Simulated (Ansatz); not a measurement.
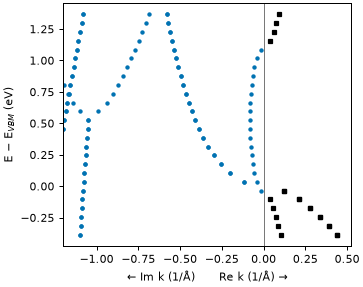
Figure: Complex bands at the centre of the two-dimensional zone; Ansatz (a first-principles code) with r2SCAN

The gap is the functional's own, uncorrected, and κ follows it; spin-orbit coupling is left out. Mid-gap means the computed energy nearest the middle.

Task: This is CdSe (P6_3mc, wurtzite, 4 atoms a cell, 29.0 Å³ an atom) along the normal of (001). Read off the slowest decay at the centre of the two-dimensional zone at 0.53 eV, the computed energy nearest the middle of the gap.

Result: κ ≈ 0.08 1/Å, a decay length 1/(2κ) of the density of 6.1 Å.
